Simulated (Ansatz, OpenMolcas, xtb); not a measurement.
Loss of H2: C3H4O → C3H2O + H2

Species: C3H4O (cyclopropanone) `O=C1CC1`, singlet; C3H2O (2-cyclopropen-1-one) `O=c1cc1`, singlet; H2 (hydrogen), singlet. 

Shapes, held fixed at every level: PBE0-D4/def2-TZVP. Programs: Ansatz 0.2.0, OpenMolcas 26.06, xtb 6.7.1. A level may come from different programs for different species; with the same settings they agree closely. The zero-point and thermal change to 298 K, harmonic and unscaled (PBE0-D4/def2-TZVP), is -26.4 kJ/mol.

```
                             level                    kind  ΔH(298 K) (kJ/mol)  less CCSD(T)/CBS estimate
                          GFN2-xTB          semi-empirical              +214.0                      +73.8
                  SPW92/def2-TZVPP                     LDA              +175.2                      +35.0
                 PBE-D4/def2-TZVPP                     GGA              +141.9                       +1.7
B3LYP/6-31G* (spherical functions)           global hybrid              +140.0                       -0.2
                PBE0-D4/def2-TZVPP           global hybrid              +152.6                      +12.4
             r2SCAN0-D4/def2-TZVPP           global hybrid              +149.7                       +9.5
                wB97M-V/def2-TZVPP  range-separated hybrid              +144.7                       +4.5
                CCSD(T)/def2-TZVPP   coupled cluster or CI              +142.7                       +2.5
              CCSD(T)/CBS estimate   coupled cluster or CI              +140.2                        0.0
```

The highest level, CCSD(T)/CBS estimate, gives ΔH(298 K) = +140.2 kJ/mol; the levels span +140.0 to +214.0. GFN2-xTB strays far from the other rows. The column of differences is taken from that level and isn't an error. No measured value is set beside it here. The CBS estimate extrapolates MP2 from def2-TZVPP and def2-QZVPP and adds CCSD(T) − MP2 in the triple-zeta set, cores frozen; for H2 it overshoots the exact energy by about 1 mEh.

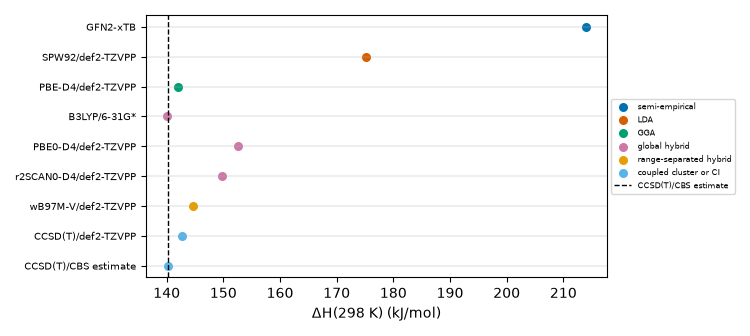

The values of the table, level by level.
